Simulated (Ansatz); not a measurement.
# C2H5FSi (SMILES F/C=C/[SiH3]) at CCSD(T)/cc-pVDZ

Aim: the vertical ionisation energy of C2H5FSi at CCSD(T)/cc-pVDZ, from 2 runs. 

The results are computed with Ansatz 0.2.0.

91 further runs of the same task are left out: 91 set aside as unsound or not needed.

**1. The system as given**

C2H5FSi has 9 atoms, charge 0, and is taken as a singlet. SMILES: `F/C=C/[SiH3]`. The shape is that of a PBE0-D4/def2-TZVP optimisation.

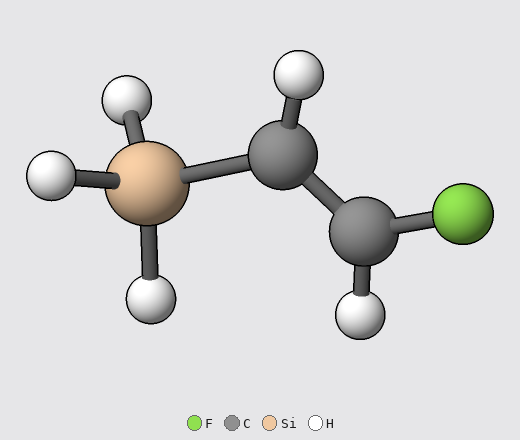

Viewed from a chosen angle; fluorine green, carbon grey, silicon light orange, hydrogen white.

**2. A single-point energy at CCSD(T)/cc-pVDZ**

job.yaml reads:

```yaml
crystal:
  periodic: [false, false, false]
  atoms:
    - {symbol: F, position_ang: [-1.259900, 2.360900, 0.506400]}
    - {symbol: C, position_ang: [-0.578300, 1.355000, -0.048000]}
    - {symbol: C, position_ang: [-0.336700, 0.219900, 0.584900]}
    - {symbol: Si, position_ang: [0.614100, -1.145000, -0.228900]}
    - {symbol: H, position_ang: [-0.264200, 1.599600, -1.058100]}
    - {symbol: H, position_ang: [-0.716100, 0.118100, 1.598600]}
    - {symbol: H, position_ang: [1.843700, -1.465600, 0.542800]}
    - {symbol: H, position_ang: [-0.206700, -2.381600, -0.316300]}
    - {symbol: H, position_ang: [0.992500, -0.707600, -1.598500]}
basis:
  gaussian:
    orbitals: cc-pVDZ
correlation:
  method: ccsd_t
  frozen_orbitals: {C: 1, F: 1, H: 0, Si: 5}
accuracy: high
scf:
  omitted_lower_state_checks: [cluster_reference, increment]
```

Launch:

```
$ ansatz run job.yaml --threads 1 --pin off --max-ram 3480MiB --events-out events.jsonl --progress --plain --runs-dir runs
```

Standard output:

```text
Warning: RAYON_NUM_THREADS=1 ignored (pool sized by the plan → 1); use --threads N
Functional definition: HF
  name "HF"
  exchange = exact_x
  correlation = 0
these checks for a lower state are left out or cut short: cluster_reference, increment
1988 factors; integrals over basis functions are off by at most 3.8e-9 eV
mean field evaluation 1: about -12705.3166 eV, gradient 2.6e1 eV
mean field evaluation 2: about -12705.4542 eV, gradient 2.6e1 eV
mean field evaluation 4: about -12707.4788 eV, gradient 3.2e0 eV
mean field evaluation 8: about -12707.5200 eV, gradient 1.9e-1 eV
mean field -12707.52031969 eV, -466.9927582820 hartree, gradient 8.4e-8 eV, S^2 0.000000; 0 other end points of the search recorded, 0 dependent functions left out
8 core orbitals not correlated: weight in the atoms' cores, before any rotation towards them, 1.000 or more for the frozen orbitals, at most 0.000 for the correlated occupied ones
reference -12707.52031969 eV, -466.9927582820 hartree; 12, 12 occupied and 65, 65 virtual orbitals, 1988 factors
second order -15.00952566 eV of doubles, -0.00000000 eV of singles
cycle   1  -15.67137094 eV  change   -6.6e-1 eV  update   9.5e-2
cycle   2  -16.11484338 eV  change   -4.4e-1 eV  update   3.0e-2
cycle   3  -16.22765066 eV  change   -1.1e-1 eV  update   1.6e-2
cycle   4  -16.22564305 eV  change    2.0e-3 eV  update   4.0e-3
cycle   5  -16.22458584 eV  change    1.1e-3 eV  update   1.5e-3
cycle   6  -16.22490183 eV  change   -3.2e-4 eV  update   3.8e-4
cycle   7  -16.22479405 eV  change    1.1e-4 eV  update   1.1e-4
cycle   8  -16.22476491 eV  change    2.9e-5 eV  update   3.9e-5
cycle   9  -16.22477273 eV  change   -7.8e-6 eV  update   1.4e-5
cycle  10  -16.22477451 eV  change   -1.8e-6 eV  update   4.6e-6
cycle  11  -16.22477301 eV  change    1.5e-6 eV  update   1.9e-6
cycle  12  -16.22477286 eV  change    1.5e-7 eV  update   7.0e-7
cycle  13  -16.22477315 eV  change   -2.9e-7 eV  update   2.7e-7
cycle  14  -16.22477328 eV  change   -1.3e-7 eV  update   1.1e-7
cycle  15  -16.22477336 eV  change   -7.8e-8 eV  update   5.1e-8
cycle  16  -16.22477341 eV  change   -4.8e-8 eV  update   2.9e-8
cycle  17  -16.22477368 eV  change   -2.8e-7 eV  update   1.4e-7
cycle  18  -16.22477371 eV  change   -2.5e-8 eV  update   4.3e-8
cycle  19  -16.22477374 eV  change   -3.4e-8 eV  update   1.3e-8
cycle  20  -16.22477375 eV  change   -6.1e-9 eV  update   4.8e-9
cycle  21  -16.22477375 eV  change   -3.7e-9 eV  update   1.5e-9
cycle  22  -16.22477375 eV  change   -1.0e-9 eV  update  4.6e-10
perturbative correction -0.46046542 eV, -0.0169217919 hartree
Total energy: -12724.20555886 eV, -467.6059295117 hartree
Checks for a lower state left out: cluster_reference, increment
```

Run time: 21 s. Hardware: 1 thread of Arm Neoverse V2, shared host; peak memory 0.49 GiB.

**3. The doublet cation, same level**

input.yaml reads:

```yaml
crystal:
  periodic: [false, false, false]
  atoms:
    - symbol: F
      position_ang: [-1.259900, 2.360900, 0.506400]
    - symbol: C
      position_ang: [-0.578300, 1.355000, -0.048000]
    - symbol: C
      position_ang: [-0.336700, 0.219900, 0.584900]
    - symbol: Si
      position_ang: [0.614100, -1.145000, -0.228900]
    - symbol: H
      position_ang: [-0.264200, 1.599600, -1.058100]
    - symbol: H
      position_ang: [-0.716100, 0.118100, 1.598600]
    - symbol: H
      position_ang: [1.843700, -1.465600, 0.542800]
    - symbol: H
      position_ang: [-0.206700, -2.381600, -0.316300]
    - symbol: H
      position_ang: [0.992500, -0.707600, -1.598500]
basis:
  gaussian:
    orbitals: cc-pVDZ
accuracy: high
magnetization:
  spin_polarized: true
  initial_magnetization: 1
scf:
  omitted_lower_state_checks: [cluster_reference, increment]
total_charge: 1
correlation:
  method: ccsd_t
  frozen_orbitals: {C: 1, F: 1, H: 0, Si: 5}
```

Launch:

```
$ ansatz run input.yaml --threads 1 --pin off --max-ram 3480MiB --events-out events.jsonl --progress --plain --runs-dir runs
```

Standard output:

```text
Warning: RAYON_NUM_THREADS=1 ignored (pool sized by the plan → 1); use --threads N
Functional definition: HF
  name "HF"
  exchange = exact_x
  correlation = 0
these checks for a lower state are left out or cut short: cluster_reference, increment
1987 factors; integrals over basis functions are off by at most 3.8e-9 eV
mean field evaluation 1: about -12692.4865 eV, gradient 2.9e1 eV
mean field evaluation 2: about -12692.6407 eV, gradient 2.9e1 eV
mean field evaluation 4: about -12697.8648 eV, gradient 4.1e0 eV
mean field evaluation 8: about -12698.4234 eV, gradient 6.4e-1 eV
mean field evaluation 16: about -12698.4409 eV, gradient 2.2e-8 eV
mean field evaluation 32: about -12698.2672 eV, gradient 6.3e-1 eV
mean field -12698.44086401 eV, -466.6590944401 hartree, gradient 2.8e-8 eV, S^2 0.755923; 1 other end points of the search recorded, 0 dependent functions left out
8 core orbitals not correlated: weight in the atoms' cores, before any rotation towards them, 1.000 or more for the frozen orbitals, at most 0.000 for the correlated occupied ones
reference -12698.44086401 eV, -466.6590944401 hartree; 12, 11 occupied and 65, 66 virtual orbitals, 1987 factors
second order -13.86268627 eV of doubles, -0.00000000 eV of singles
cycle   1  -14.63646020 eV  change   -7.7e-1 eV  update   1.1e-1
cycle   2  -15.10525383 eV  change   -4.7e-1 eV  update   3.8e-2
cycle   3  -15.26679067 eV  change   -1.6e-1 eV  update   3.2e-2
cycle   4  -15.27520984 eV  change   -8.4e-3 eV  update   1.6e-2
cycle   5  -15.27229897 eV  change    2.9e-3 eV  update   8.7e-3
cycle   6  -15.27683853 eV  change   -4.5e-3 eV  update   4.0e-3
cycle   7  -15.27719400 eV  change   -3.6e-4 eV  update   1.9e-3
cycle   8  -15.27756328 eV  change   -3.7e-4 eV  update   1.1e-3
cycle   9  -15.27800360 eV  change   -4.4e-4 eV  update   5.6e-4
cycle  10  -15.27757217 eV  change    4.3e-4 eV  update   2.9e-4
cycle  11  -15.27765444 eV  change   -8.2e-5 eV  update   1.0e-4
cycle  12  -15.27771473 eV  change   -6.0e-5 eV  update   4.5e-5
cycle  13  -15.27771035 eV  change    4.4e-6 eV  update   2.0e-5
cycle  14  -15.27771786 eV  change   -7.5e-6 eV  update   7.3e-6
cycle  15  -15.27771204 eV  change    5.8e-6 eV  update   3.3e-6
cycle  16  -15.27771069 eV  change    1.3e-6 eV  update   1.6e-6
cycle  17  -15.27771053 eV  change    1.6e-7 eV  update   6.2e-7
cycle  18  -15.27771088 eV  change   -3.5e-7 eV  update   2.2e-7
cycle  19  -15.27771094 eV  change   -5.9e-8 eV  update   1.0e-7
cycle  20  -15.27771092 eV  change    1.9e-8 eV  update   5.5e-8
cycle  21  -15.27771093 eV  change   -3.7e-9 eV  update   3.7e-8
cycle  22  -15.27771072 eV  change    2.0e-7 eV  update   9.3e-8
cycle  23  -15.27771076 eV  change   -3.7e-8 eV  update   3.0e-8
cycle  24  -15.27771074 eV  change    1.6e-8 eV  update   1.6e-8
cycle  25  -15.27771075 eV  change   -6.6e-9 eV  update   1.1e-8
cycle  26  -15.27771075 eV  change   -3.9e-9 eV  update   6.7e-9
cycle  27  -15.27771076 eV  change   -4.0e-9 eV  update   4.0e-9
cycle  28  -15.27771076 eV  change  -7.3e-10 eV  update   2.4e-9
perturbative correction -0.42228171 eV, -0.0155185667 hartree
Total energy: -12714.14085648 eV, -467.2360585216 hartree
Checks for a lower state left out: cluster_reference, increment
```

It took 74 s on 1 thread of Arm Neoverse V2, shared host; peak memory 0.91 GiB.

**4. Outcome**

Level: CCSD(T)/cc-pVDZ, 8 core orbitals frozen.

| quantity | value |
| --- | --- |
| singlet C2H5FSi: total energy | -467.60593 Eh |
| singlet C2H5FSi: correlation energy (8 core orbitals frozen) | -613.2 mEh |
| singlet C2H5FSi: (T) correction | -16.92 mEh |
| singlet C2H5FSi: T1 diagnostic | 0.012 |
| doublet cation: total energy | -467.23606 Eh |
| doublet cation: correlation energy (8 core orbitals frozen) | -577.0 mEh |
| doublet cation: (T) correction | -15.52 mEh |
| doublet cation: ⟨S²⟩ of the reference determinant | 0.756 |
| doublet cation: T1 diagnostic | 0.028 |
| vertical ionisation energy (to the doublet cation) | 10.065 eV |

The vertical ionisation energy comes to 10.06 eV (971 kJ/mol). The triples (singlet C2H5FSi) make up 2.8 % of the correlation energy. The triples (doublet cation) make up 2.7 % of the correlation energy.
